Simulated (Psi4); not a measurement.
# B3LYP/cc-pVDZ run of BGeH3Cl2 (SMILES Cl[B](Cl)[GeH3])

What is the vertical ionisation energy of BGeH3Cl2 at B3LYP/cc-pVDZ? 

The results are computed with Psi4 1.11.

4 further runs of the same task are left out: 4 set aside as unsound or not needed. Runs told in other sessions of the task aren't counted.

## 1. The structure to begin with

The species is BGeH3Cl2 (7 atoms), meant as a singlet with charge 0. SMILES: `Cl[B](Cl)[GeH3]`. The shape is that of a PBE0-D4/def2-TZVP optimisation.

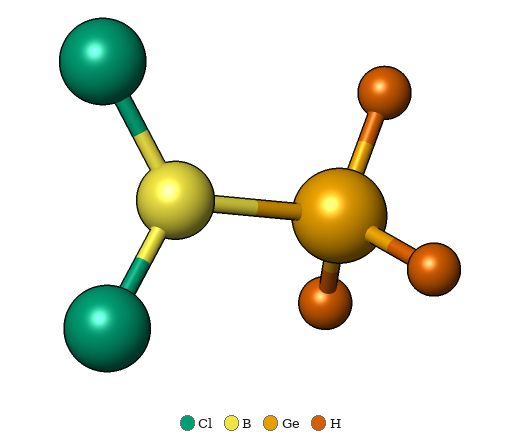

Viewed from a chosen angle; chlorine teal, boron yellow, germanium amber, hydrogen orange.

## 2. The energy at B3LYP/cc-pVDZ

Input file bcl2geh3.dat:

```
memory 1.6 GB

molecule molecule1 {
  0 1
  Cl     1.749500    -1.428200     1.208700
  B      0.206400    -1.021900     0.511500
  Cl    -1.082400    -2.191800     0.604700
  Ge    -0.123100     0.798500    -0.412200
  H     -0.556200     0.560600    -1.868300
  H     -1.266100     1.534300     0.306700
  H      1.133300     1.680500    -0.396700
  symmetry c1
}

set {
  reference rks
  puream true
  scf_type pk
  dft_radial_points 99
  dft_spherical_points 590
}

energy("b3lyp/cc-pVDZ")
print_variables()
```

Launch:

```sh
$ psi4 -i bcl2geh3.dat -o bcl2geh3.out -n 1
```

bcl2geh3.out, cut to the lines that bear on the results:

```text
[...]
  Running in c1 symmetry.
[...]
  Nuclear repulsion =  367.128455884468622
[...]
  Multiplicity = 1
[...]
  Nalpha       = 37
  Nbeta        = 37
[...]
    Number of basis functions: 92
[...]
   @RKS iter   1: -3023.33652515165613   -2.56252e+00   1.33068e-02 DIIS/ADIIS
[...]
   @RKS iter   8: -3024.17709233003825   -2.53071e-08   3.34253e-07 DIIS
[...]
    Orbital Energies [Eh]
    ---------------------
    Doubly Occupied:
       1A   -398.779126     2A   -101.560810     3A   -101.560400
       4A    -49.822640     5A    -44.344285     6A    -44.344221
       7A    -44.344145     8A     -9.480698     9A     -9.480315
      10A     -7.240377    11A     -7.240000    12A     -7.235937
      13A     -7.235474    14A     -7.233394    15A     -7.233095
      16A     -6.864964    17A     -6.236224    18A     -4.406938
      19A     -4.406796    20A     -4.406353    21A     -1.225802
      22A     -1.225703    23A     -1.224609    24A     -1.222976
      25A     -1.222971    26A     -0.877785    27A     -0.841993
      28A     -0.576853    29A     -0.505052    30A     -0.439368
      31A     -0.397249    32A     -0.391991    33A     -0.349059
      34A     -0.345597    35A     -0.342389    36A     -0.323218
[...]
  @RKS Final Energy: -3024.17709233003825
   => Energetics <=
    Nuclear Repulsion Energy =            367.1284558844686217
    One-Electron Energy =               -4932.0536395962617462
    Two-Electron Energy =                1654.0603001225231310
    DFT Exchange-Correlation Energy =    -113.3122087407676872
    Empirical Dispersion Energy =           0.0000000000000000
    VV10 Nonlocal Energy =                  0.0000000000000000
    Total Energy =                      -3024.1770923300382492
[...]
 Multipole Moments:
 ------------------------------------------------------------------------------------
     Multipole            Electronic (a.u.)      Nuclear  (a.u.)        Total (a.u.)
 ------------------------------------------------------------------------------------
 L = 1.  Multiply by 2.5417464519 to convert [e a0] to [Debye]
 Dipole X            :         -0.6421792            0.6361425           -0.0060367
 Dipole Y            :          4.1862225           -4.0974891            0.0887334
 Dipole Z            :         -2.0887420            2.0468366           -0.0419054
 Magnitude           :                                                    0.0983164
[...]
```

Run time: 44 s. Hardware: 1 thread of Intel Xeon at 2.60GHz (Ice Lake), shared host; peak memory 1 GiB.

## 3. The doublet cation

Input file calc.in:

```
memory 1600 MB

molecule geom {
  1 2
  Cl     1.749500    -1.428200     1.208700
  B      0.206400    -1.021900     0.511500
  Cl    -1.082400    -2.191800     0.604700
  Ge    -0.123100     0.798500    -0.412200
  H     -0.556200     0.560600    -1.868300
  H     -1.266100     1.534300     0.306700
  H      1.133300     1.680500    -0.396700
  units angstrom
  symmetry c1
}

set reference uks
set puream true
set scf_type pk
set dft_radial_points 99
set dft_spherical_points 590
set maxiter 100

energy_value, wavefunction = energy("b3lyp/cc-pVDZ", return_wfn=True)
```

Launch:

```sh
$ psi4 -i calc.in -o calc.out -n 1
```

calc.out, cut to the lines that bear on the results:

```text
[...]
  Running in c1 symmetry.
[...]
  Nuclear repulsion =  367.128455884468622
[...]
  Multiplicity = 2
[...]
  Nalpha       = 37
  Nbeta        = 36
[...]
    Number of basis functions: 92
[...]
   @UKS iter   1: -3022.92342267524282   -2.14942e+00   1.32410e-02 DIIS/ADIIS
[...]
   @UKS iter  11: -3023.80203010975401   -7.68487e-08   7.51086e-07 DIIS
[...]
   @S^2 Observed:                7.525268752E-01
[...]
  @UKS Final Energy: -3023.80203010975401
   => Energetics <=
    Nuclear Repulsion Energy =            367.1284558844686217
    One-Electron Energy =               -4915.0838656737769270
    Two-Electron Energy =                1637.1820375316074205
    DFT Exchange-Correlation Energy =    -113.0286578520525893
    Empirical Dispersion Energy =           0.0000000000000000
    VV10 Nonlocal Energy =                  0.0000000000000000
    Total Energy =                      -3023.8020301097540141
  UHF NO Occupations:
  HONO-2 :   35  A 1.9995666
  HONO-1 :   36  A 1.9994808
[...]
 Multipole Moments:
 ------------------------------------------------------------------------------------
     Multipole            Electronic (a.u.)      Nuclear  (a.u.)        Total (a.u.)
 ------------------------------------------------------------------------------------
 L = 1.  Multiply by 2.5417464519 to convert [e a0] to [Debye]
 Dipole X            :         -0.6273629            0.6361425            0.0087796
 Dipole Y            :          4.0428464           -4.0974891           -0.0546427
 Dipole Z            :         -2.0191117            2.0468366            0.0277249
 Magnitude           :                                                    0.0618997
[...]
```

Wall time 57 s (1 thread of Intel Xeon at 2.60GHz (Ice Lake), shared host); peak memory 1 GiB.

## 4. Outcome

At B3LYP/cc-pVDZ:

| quantity | value |
| --- | --- |
| singlet BGeH3Cl2: total energy | -3024.17709 Eh |
| singlet BGeH3Cl2: dipole moment | 0.25 D |
| singlet BGeH3Cl2: HOMO energy | -7.96 eV |
| singlet BGeH3Cl2: LUMO energy | -2.08 eV |
| singlet BGeH3Cl2: HOMO–LUMO gap | 5.88 eV |
| doublet cation: total energy | -3023.80203 Eh |
| doublet cation: HOMO energy (highest over α and β) | -14.36 eV |
| doublet cation: LUMO energy (lowest over α and β) | -12.44 eV |
| doublet cation: ⟨S²⟩ | 0.753 |
| vertical ionisation energy (to the doublet cation) | 10.206 eV |

Removing an electron at fixed nuclei costs 10.21 eV (985 kJ/mol). The negative HOMO energy of the first species, 7.96 eV, lies 2.24 eV below that difference.
